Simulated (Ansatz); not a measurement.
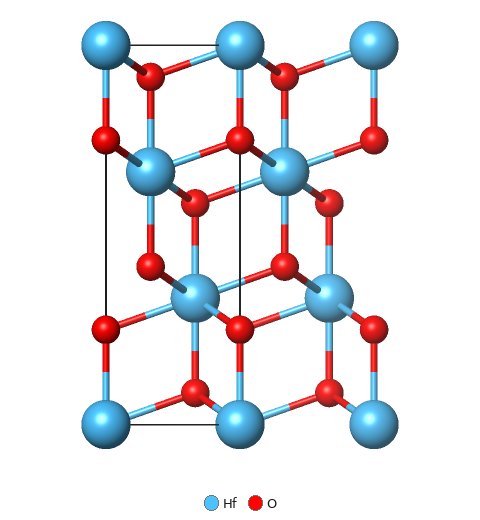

Projection along an edge of the hexagonal mesh, stacking direction [111] upwards. Every atom sits on one of the three columns of the mesh; call them A, B, C in the order in which they first turn up. The box is the hexagonal cell of the face-centred cubic lattice. The sequence starts with the first layer at or above the cell's origin.

System HfO₂; source of the atomic positions: the end point of a relaxation with Ansatz, DFT PBE, scalar-relativistic, plane waves, PAW; the starting structure was generated, so it need not be a known form of this composition.

Q: Read off the stacking sequence over one period.

A: Hf(A) – O(B) – O(A) – Hf(B) – O(C) – O(B) – Hf(C) – O(A) – O(C) (nine layers in 8.83 Å).

Heights of the layers:

```json
{"layer": "1", "atoms (column)": "Hf(A)", "height (Å)": "0.00", "to next (Å)": "0.74"}
{"layer": "2", "atoms (column)": "O(B)", "height (Å)": "0.74", "to next (Å)": "1.47"}
{"layer": "3", "atoms (column)": "O(A)", "height (Å)": "2.21", "to next (Å)": "0.74"}
{"layer": "4", "atoms (column)": "Hf(B)", "height (Å)": "2.94", "to next (Å)": "0.74"}
{"layer": "5", "atoms (column)": "O(C)", "height (Å)": "3.68", "to next (Å)": "1.47"}
{"layer": "6", "atoms (column)": "O(B)", "height (Å)": "5.15", "to next (Å)": "0.74"}
{"layer": "7", "atoms (column)": "Hf(C)", "height (Å)": "5.89", "to next (Å)": "0.74"}
{"layer": "8", "atoms (column)": "O(A)", "height (Å)": "6.62", "to next (Å)": "1.47"}
{"layer": "9", "atoms (column)": "O(C)", "height (Å)": "8.09", "to next (Å)": "0.74"}
```
